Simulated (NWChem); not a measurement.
# C2H6OSi (SMILES C=C[SiH2]O) at 4 levels

Aim: a comparison of 4 runs (HF/STO-3G, HF/3-21G, B3LYP/6-31G*) of C2H6OSi. 

The calculation is run with NWChem 7.3.0.

**1. Starting point**

The species is C2H6OSi (10 atoms), meant as a singlet with charge 0. SMILES: `C=C[SiH2]O`. The shape is that of a PBE0-D4/def2-TZVP optimisation. This is one conformer, not always the lowest.

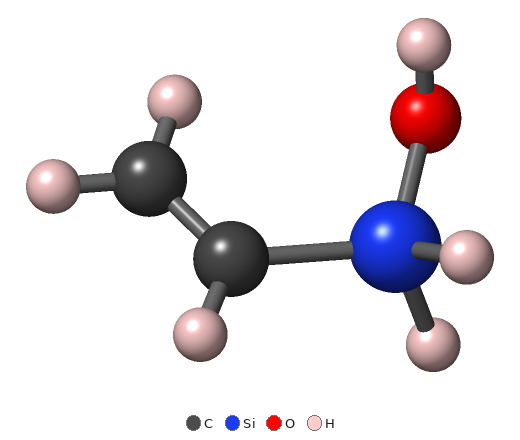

The structure, seen from a chosen angle (carbon dark grey, silicon blue, oxygen red, hydrogen pink).

**2. Energy and gradient at HF/STO-3G (run 1)**

c2h6osi.nw

```
START c2h6osi
TITLE "C2H6OSi"
memory total 2200 mb
GEOMETRY noautosym nocenter noautoz
 C      0.469400     1.339200    -0.818800
 C      0.221400     0.866200     0.399700
 Si    -0.462400    -0.834200     0.700700
 O     -0.544600    -1.704600    -0.697700
 H      0.269300     0.747200    -1.707800
 H      0.873500     2.333700    -0.985800
 H      0.435100     1.506700     1.255300
 H      0.393300    -1.520900     1.710800
 H     -1.852500    -0.765700     1.214600
 H      0.280700    -2.019000    -1.068100
END
BASIS spherical bse
 * library STO-3G
END
SCF
 thresh 1e-08
 maxiter 80
END
TASK scf gradient
```

Launch:

```bash
$ nwchem c2h6osi.nw > c2h6osi.out
```

The log of the run:

```text
[...]
  functions       =    30
[...]
  wavefunction    = RHF
[...]
         Total SCF energy =   -437.712515123146
      One-electron energy =   -925.271434308291
      Two-electron energy =    327.271081205257
 Nuclear repulsion energy =    160.287837979888
        Time for solution =      1.5s
[...]
                         RHF ENERGY GRADIENTS
    atom               coordinates                        gradient
                 x          y          z           x          y          z
   1 C       0.887037   2.530721  -1.547308    0.006427   0.010507  -0.031510
   2 C       0.418385   1.636881   0.755323   -0.005576  -0.011217   0.027135
   3 Si     -0.873809  -1.576409   1.324131    0.000882   0.007424  -0.043025
   4 O      -1.029145  -3.221227  -1.318462    0.038931   0.001081   0.007851
   5 H       0.508903   1.412003  -3.227274   -0.001656  -0.003319  -0.001105
   6 H       1.650676   4.410054  -1.862892    0.001178   0.003176   0.001665
   7 H       0.822220   2.847250   2.372173    0.001140   0.003816   0.004716
   8 H       0.743229  -2.874084   3.232943    0.018877  -0.015383   0.021608
   9 H      -3.500717  -1.446963   2.295261   -0.029571   0.000623   0.011222
  10 H       0.530446  -3.815357  -2.018416   -0.030633   0.003291   0.001443
[...]
```

Wall time 2.4 s (1 thread of AMD EPYC 9R14 (Zen 4), shared host); peak memory 0.098 GiB.

**3. Energy and gradient at HF/3-21G (run 2)**

c2h6osi.nw

```
start c2h6osi
title "C2H6OSi hf"
memory 2200 mb

geometry noautosym nocenter noautoz
  C        0.469400       1.339200      -0.818800
  C        0.221400       0.866200       0.399700
  Si      -0.462400      -0.834200       0.700700
  O       -0.544600      -1.704600      -0.697700
  H        0.269300       0.747200      -1.707800
  H        0.873500       2.333700      -0.985800
  H        0.435100       1.506700       1.255300
  H        0.393300      -1.520900       1.710800
  H       -1.852500      -0.765700       1.214600
  H        0.280700      -2.019000      -1.068100
end

basis spherical bse
  * library 3-21G
end

scf
  thresh 1e-08
  maxiter 80
end

task scf gradient
```

Launch:

```bash
$ nwchem c2h6osi.nw > c2h6osi.out
```

The log of the run:

```text
[...]
  functions       =    52
[...]
  wavefunction    = RHF
[...]
         Total SCF energy =   -440.651256795136
      One-electron energy =   -925.830035430897
      Two-electron energy =    324.890940655873
 Nuclear repulsion energy =    160.287837979888
        Time for solution =      1.5s
[...]
                         RHF ENERGY GRADIENTS
    atom               coordinates                        gradient
                 x          y          z           x          y          z
   1 C       0.887037   2.530721  -1.547308    0.000729   0.000663  -0.002851
   2 C       0.418385   1.636881   0.755323   -0.009924  -0.020670   0.006968
   3 Si     -0.873809  -1.576409   1.324131    0.014808  -0.003377  -0.028116
   4 O      -1.029145  -3.221227  -1.318462   -0.005544   0.009256   0.015254
   5 H       0.508903   1.412003  -3.227274   -0.001749  -0.004982  -0.006521
   6 H       1.650676   4.410054  -1.862892    0.003403   0.007967  -0.000731
   7 H       0.822220   2.847250   2.372173    0.001664   0.005111   0.005921
   8 H       0.743229  -2.874084   3.232943   -0.000472  -0.000403  -0.000189
   9 H      -3.500717  -1.446963   2.295261   -0.001763  -0.000593  -0.000841
  10 H       0.530446  -3.815357  -2.018416   -0.001150   0.007028   0.011105
[...]
```

It took 2.6 s on 1 thread of AMD EPYC 9R14 (Zen 4), shared host; peak memory 0.099 GiB.

Run 3 isn't shown in full; the table further down has it.

**4. Energy and forces at B3LYP/6-31G(d) (Cartesian functions) (run 4)**

m1.nw

```
start m1
title "C2H6OSi gradient"
memory 2200 mb

geometry units angstroms noautosym nocenter noautoz
 C        0.469400       1.339200      -0.818800
 C        0.221400       0.866200       0.399700
 Si      -0.462400      -0.834200       0.700700
 O       -0.544600      -1.704600      -0.697700
 H        0.269300       0.747200      -1.707800
 H        0.873500       2.333700      -0.985800
 H        0.435100       1.506700       1.255300
 H        0.393300      -1.520900       1.710800
 H       -1.852500      -0.765700       1.214600
 H        0.280700      -2.019000      -1.068100
end

basis
 * library 6-31G*
end

dft
 xc b3lyp
 grid xfine
 convergence energy 1e-08
 iterations 100
 mulliken
 print medium
end

task dft gradient
```

Launch:

```bash
$ nwchem m1.nw > m1.out
```

The log of the run:

```text
[...]
          Wavefunction type:  closed shell.
          No. of atoms     :    10
          No. of electrons :    40
[...]
          Charge           :     0
          Spin multiplicity:     1
[...]
          AO basis - number of functions:    76
[...]
              XC Information
              --------------
                         B3LYP Method XC Potential
                     Hartree-Fock (Exact) Exchange  0.200
                        Slater Exchange Functional  0.800 local
                    Becke 1988 Exchange Functional  0.720 non-local
              Lee-Yang-Parr Correlation Functional  0.810
                  VWN I RPA Correlation Functional  0.190 local
[...]
 d= 0,ls=0.0,diis     1   -444.4816038609 -6.05D+02  1.44D-02  6.82D-01     2.9
[...]
 d= 0,ls=0.0,diis    10   -444.5469610557 -9.52D-09  3.94D-07  1.77D-09    24.2
         Total DFT energy =     -444.546961055730
      One electron energy =     -929.538562751394
           Coulomb energy =      367.358868215490
    Exchange-Corr. energy =      -42.655104499714
 Nuclear repulsion energy =      160.287837979888
[...]
      Total Density - Mulliken Population Analysis
     ---------------------------------------------
    Atom       Charge   Shell Charges
 -----------   ------   -------------------------------------------------------
    1 C    6     6.31   1.99  0.71  2.04  0.59  0.97  0.01
    2 C    6     6.26   1.99  0.70  2.06  0.59  0.92  0.00
    3 Si  14    13.38   2.00  1.99  5.96  1.00  1.76  0.18  0.28  0.21
    4 O    8     8.70   1.99  0.90  2.95  0.91  1.91  0.04
    5 H    1     0.85   0.53  0.32
    6 H    1     0.85   0.53  0.32
    7 H    1     0.85   0.53  0.33
    8 H    1     1.11   0.52  0.59
    9 H    1     1.09   0.52  0.57
   10 H    1     0.58   0.47  0.11
[...]
  wavefunction    = closed shell
[...]
```

Wall time 30 s (1 thread of AMD EPYC 9R14 (Zen 4), shared host); peak memory 0.15 GiB.

**5. The series**

```csv
run,level,iteration cap,module,energy (Eh),dipole moment (D),HOMO energy (eV),LUMO energy (eV),wall time
1,HF/STO-3G,80,scf,-437.712515,1.28,-8.56,8.47,2.4 s
2,HF/3-21G,80,scf,-440.651257,2.17,-10.39,3.99,2.6 s
3,B3LYP/6-31G* (spherical functions),100,dft,-444.542295,1.73,-7.43,-0.14,29 s
4,B3LYP/6-31G* (Cartesian functions),100,dft,-444.546961,1.73,-7.43,-0.15,30 s
```

**6. Outcome**

| quantity | value |
| --- | --- |
| run 4: total energy | -444.54696 Eh |
| run 4: dipole moment | 1.73 D |
| run 4: HOMO energy | -7.43 eV |
| run 4: LUMO energy | -0.15 eV |
| run 4: HOMO–LUMO gap | 7.28 eV |
| run 4: largest force on an atom | 0.605 eV/Å |

In words: The dipole moment (its size) runs from 1.28 D (HF/STO-3G) to 2.17 D (HF/3-21G). The HOMO–LUMO gap runs from 7.28 eV (B3LYP/6-31G*) to 17.03 eV (HF/STO-3G). The two ends differ in method and basis. In run 1 the basis is minimal, so the values are rough. All runs together took 64 s, the longest 30 s.
